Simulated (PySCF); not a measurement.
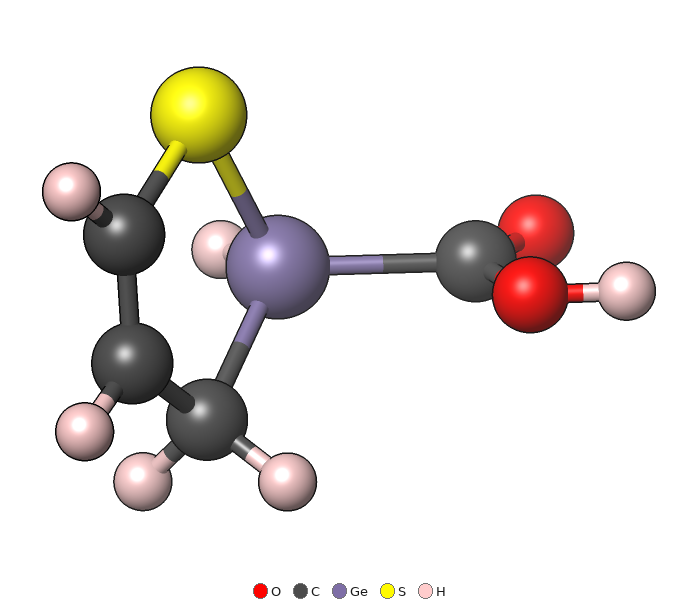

The computed structure is the end point of a GFN2-xTB optimisation. No frequency run is at hand to confirm it as a minimum. Method: CAM-B3LYP/def2-SVPD, gas phase (PySCF 2.14.0). Excitations: vertical, linear response.

Give the dipole moment at this level.

Answer. 2.87 D.

What is the HOMO energy (Kohn–Sham orbital)?

Answer. −7.60 eV.

Give the brightest of the 8 lowest singlets at this level.

Answer. 5.71 eV.

What is the lowest vertical singlet excitation?

Answer. 4.56 eV.

The geometry is semi-empirical. Around Ge such bond lengths and angles can be off by a tenth of an ångström or more and by several degrees, and values that hang on the shape move with them.
